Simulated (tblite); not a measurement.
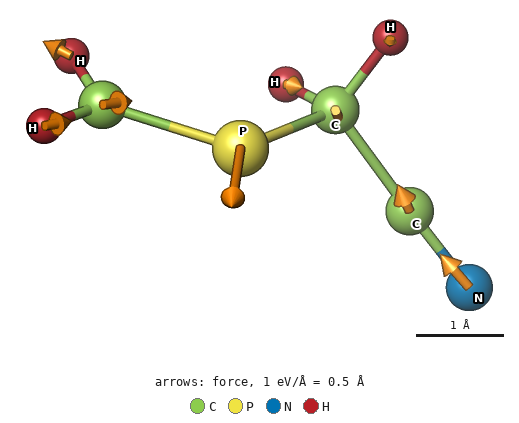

Starting geometry of C3H4NP with the computed forces as orange arrows. The picture is a ball-and-stick view, seen at a tilt.

All numbers below come from tblite, GFN2-xTB geometry optimisation, gas phase. 

### Is this structure relaxed? If not, where do the atoms go?

It isn't relaxed: the largest force vector, on the P atom, is 2.92 eV/Å. The final displacements have little in common with the starting forces (cosine between the two patterns −0.04). After 108 geometry steps the energy has fallen by 13.3 kcal/mol. An H atom moves most after the best rigid fit: 1.78 Å. By element the largest moves are H 1.78 Å, N 1.41 Å, P 1.20 Å, C 0.75 Å. Some distances before and after: C–C 1.495 → 1.429 Å, C–P 1.847 → 1.898 Å, C–H 1.118 → 1.094 Å, C–H 1.094 → 1.077 Å. Bond angles that change, for instance: C–P–C 120.6° → 101.5°, P–C–H 117.7° → 124.6°, P–C–H 112.9° → 108.2°. Groups turn about C–P by about 100°.
